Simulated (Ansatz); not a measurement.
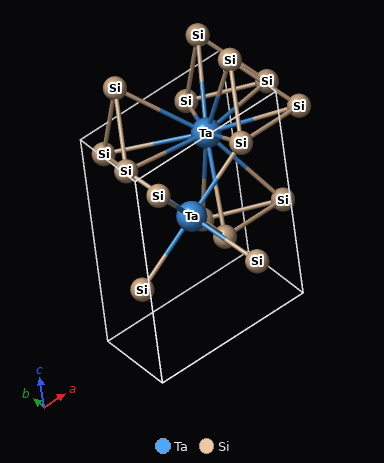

A ball-and-stick rendering, viewed slightly off an axis. Lines trace the edges of the simulation cell. Some neighbours outside the box are added.

Full input:
```yaml
crystal:
  lattice:
    - [0.0, 4.1799501344, 4.1799501344]
    - [4.1799501344, 0.0, 4.1799501344]
    - [4.1799501344, 4.1799501344, 0.0]
  atoms:
    - { symbol: Ta, position: [0.5, 0.5, 0.5] }
    - { symbol: Ta, position: [0.75, 0.75, 0.75] }
    - { symbol: Si, position: [0.2060856513, 0.7939143487, 0.7939143487] }
    - { symbol: Si, position: [0.7939143487, 0.2060856513, 0.2060856513] }
    - { symbol: Si, position: [0.7939143487, 0.7939143487, 0.2060856513] }
    - { symbol: Si, position: [0.2060856513, 0.2060856513, 0.7939143487] }
    - { symbol: Si, position: [0.2060856513, 0.7939143487, 0.2060856513] }
    - { symbol: Si, position: [0.7939143487, 0.2060856513, 0.7939143487] }
basis:
  ecutwfc: 420
kpoints:
  mp_grid: { grid: [8, 8, 8] }
  band_path:
    path:
      - [[0.0, 0.0, 0.0], [-0.5, -0.5, 0.0], [-0.375, -0.375, 0.25]]
      - [[-0.375, 0.0, 0.375], [0.0, 0.0, 0.0], [0.0, 0.0, 0.5], [-0.5, -0.25, 0.25], [-0.5, -0.5, 0.0]]
    npoints: 14
hamiltonian:
  xc: pbe
scf:
  occupations: { method: gaussian, width: 0.1 }
  n_extra_bands: 20
output:
  forces: true
  stress: true
  eigenvalues: true
  populations: true
  dos: { projected: true, de: 0.02, nscf_kmesh: { grid: [10, 10, 10] } }
  bader: true
  write_density: true
  write_potential: true
  elf: true
  volumetric_format: npy
```
Run as:
```sh
ansatz run input.yaml --threads 1 --pin off --max-ram 2560MiB --backend cpu --events-out ev --progress --plain --runs-dir out
```

Computational set-up: DFT PBE, scalar-relativistic, plane waves, PAW (Ansatz), plane waves up to 420 eV, k-point mesh 8×8×8, Gaussian smearing of 0.1 eV, no spin polarisation.

Q: Predict the Bader charges.

A: Ta +0.58 to +1.12 e; Si -0.28 e.

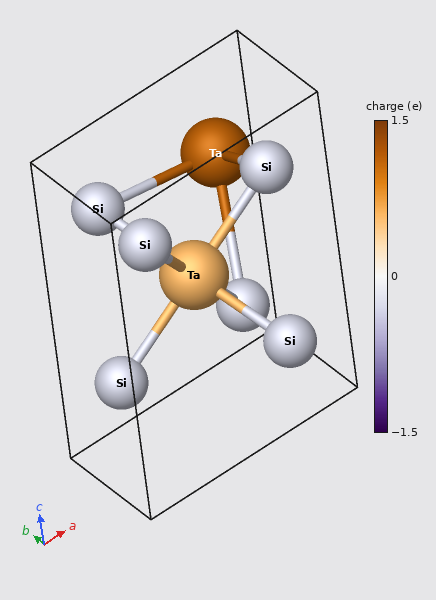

The atoms coloured by those charges.

The initial geometry was a random cell made by a generator, so it need not be a real form of the compound. Earlier steps of the study may have refined or changed the cell and positions. It was run through Ansatz as a DFT input.
